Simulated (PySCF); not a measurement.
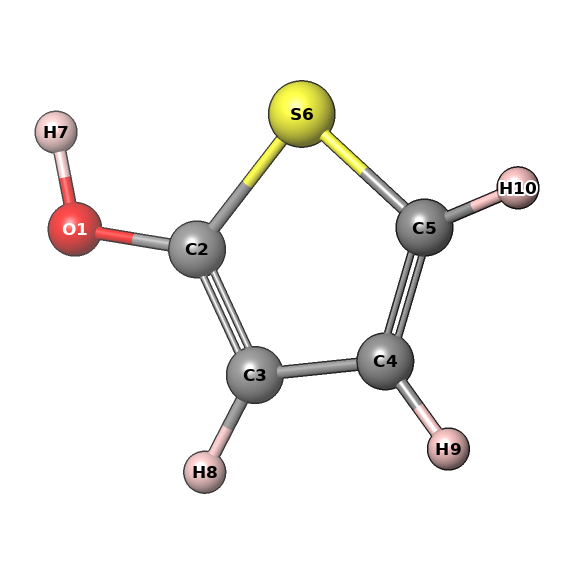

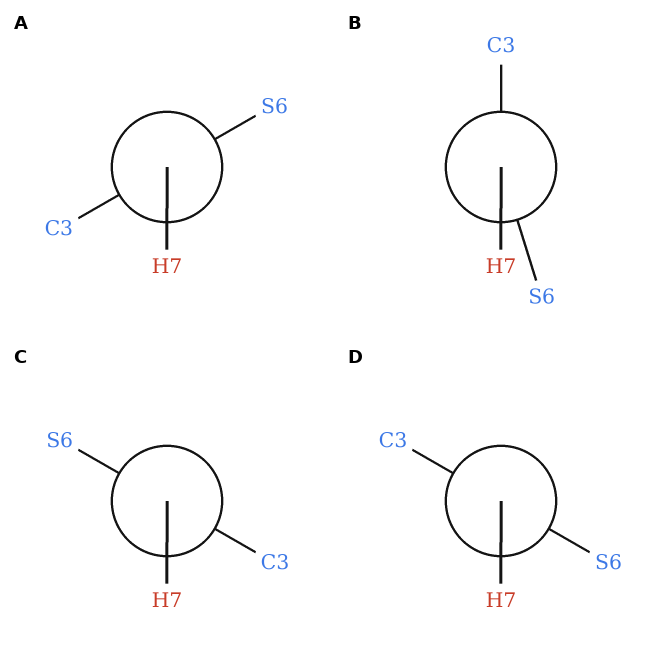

Atoms fade into the background with distance from the viewer. Bonds that would overlap in a projection are set slightly apart. The geometry was computed by an optimisation with PBE0-D3(BJ)/def2-SVP. No frequency run is at hand to confirm it as a minimum.

Which Newman projection shows the view along O1–C2, with O1 in front?

Answer. B. The torsion angle H7–O1–C2–S6 is 0°, synperiplanar (eclipsed).
